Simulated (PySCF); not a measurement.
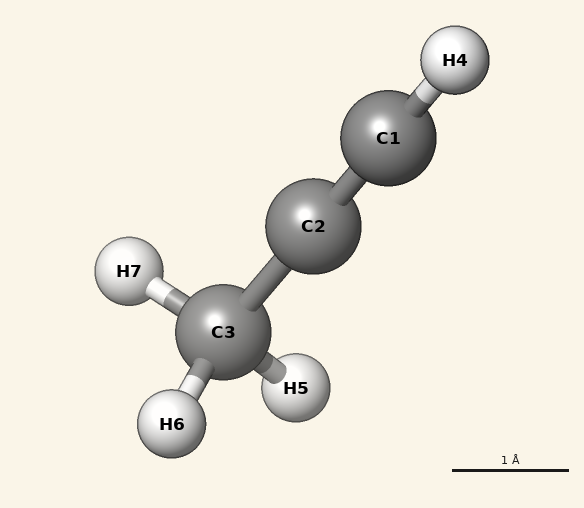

Atoms carry their numbers in the input. Computed geometry: PBE0-D3(BJ)/def2-SVP optimisation. No frequency run is at hand to confirm it as a minimum.

Which atoms are bonded, and how long are the bonds?

```
 bond  length (Å)   order
C1–C2       1.211  triple
C1–H4       1.074  single
C2–C3       1.453  single
C3–H5       1.101  single
C3–H6       1.101  single
C3–H7       1.101  single
```
